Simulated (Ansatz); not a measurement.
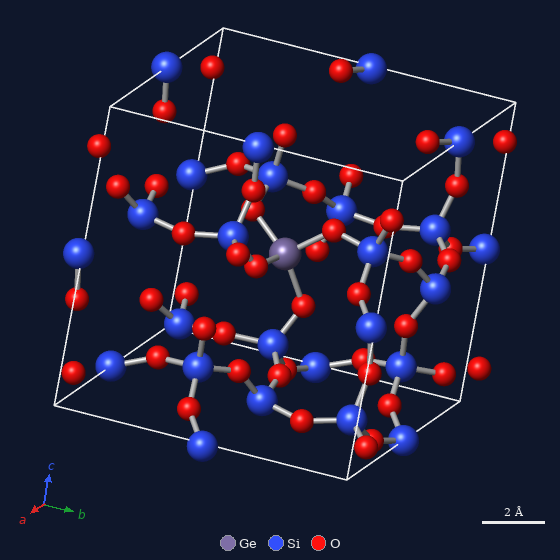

The crystal in a ball-and-stick representation, seen slightly off an axis. The frame is the supercell; atoms at its boundary are shown with their periodic copies. The host is SiO2, in a cell of 48 sites, and the cell carries a charge of -1.

> What imperfection does the supercell contain?

Germanium on a silicon site (a substitutional impurity). It is bonded to four O in a distorted tetrahedral arrangement at about 1.9 to 2.0 Å.

Computed with DFT PBE, scalar-relativistic, plane waves, PAW in Ansatz 0.2.0. Settings: wavefunction cutoff 420 eV, a 2×2×2 k-point mesh, Gaussian smearing of 0.01 eV, collinear spins.

> Does the cell have a net magnetic moment?

Yes, 1.0 μB in the cell.

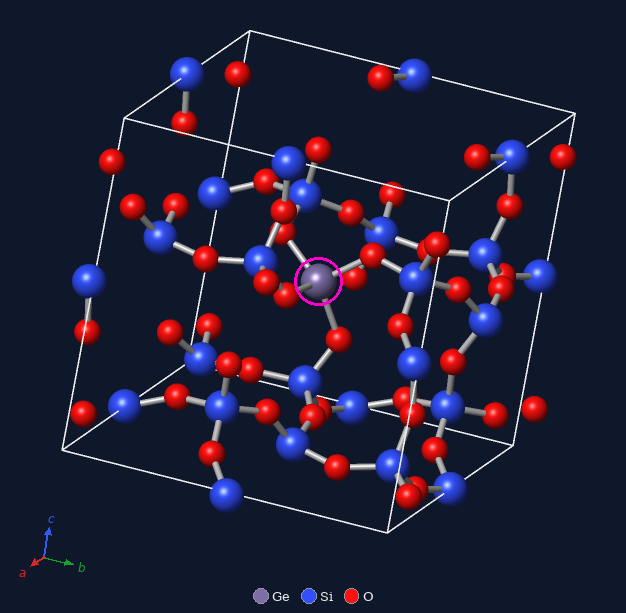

The same cell with a ring at the defect's site.

The atoms were relaxed in the host's cell with DFT PBE, scalar-relativistic, plane waves, PAW (Ansatz).
